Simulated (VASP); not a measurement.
Band structure of SiSn (relaxed from the layered h-BN type structure, space group P6_3/mmc). Method: LDA (Ceperley-Alder, Perdew-Zunger), VASP's LDA PAW potentials (set 64) (plane waves; VASP 6.6.1).

Unless said otherwise, spin-orbit coupling is left out, though it shifts the bands of the heavy elements here.

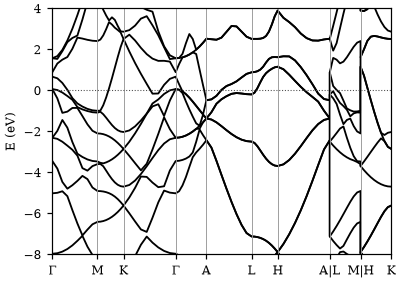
Figure. Bands along high-symmetry lines, zero at the valence-band maximum or, without a gap, the Fermi level

Q: Read the plot: is there a gap, and where are the band edges?

A: It has no gap at this level: it comes out as a metal or semimetal. (Edges off the drawn lines would not show.)

The structure was generated: SiSn was put into the layered h-BN type type (P6_3/mmc), which need not be its known phase. It was relaxed first, which changed the volume by -38 %.
